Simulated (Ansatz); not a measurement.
# CHSi: a trajectory, and a look at its input

Aim: a trajectory from the structure below. Read the input with care, then see what the program makes of it.

Computed with Ansatz 0.2.0, Gaussian basis. Level: PBE0-D4/def2-SVPD.

## 1. The structure

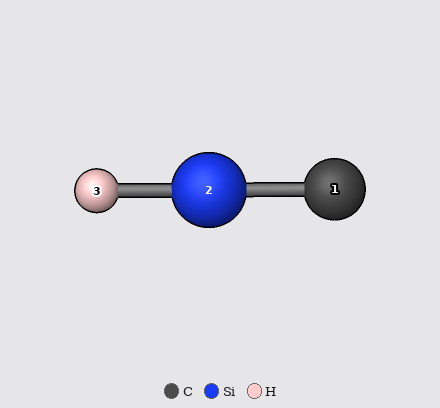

The start (carbon dark grey, silicon blue, hydrogen pink).

```csv
atom,x (Å),y (Å),z (Å)
C1,-0.8305,1.3527,-0.3038
Si2,0.0301,-0.0500,0.0109
H3,0.8004,-1.3028,0.2928
```

## 2. The run

run/in.yaml reads:

```yaml
crystal:
  periodic: [false, false, false]
  atoms:
    - {symbol: C, position_ang: [-0.830510, 1.352750, -0.303760]}
    - {symbol: Si, position_ang: [0.030130, -0.049980, 0.010930]}
    - {symbol: H, position_ang: [0.800390, -1.302770, 0.292830]}
basis:
  gaussian: {orbitals: def2-SVPD}
total_charge: -1
hamiltonian: {xc: pbe0, dispersion: d4}
md: {n_steps: 30, timestep: 0.5, temperature: 1000, ensemble: npt, seed: 226, initial_velocities: maxwell_boltzmann}
```

Run with:

```sh
> ansatz run in.yaml --threads 2 --pin off --events-out ev --progress --plain --max-ram 3481MiB
```

What does the calculation give? Wanted: this run.

As calculated:

```
quantity             value
this run           refused
   fault  unknown ensemble
```

What this shows: The ensemble's name is not one that the program knows.
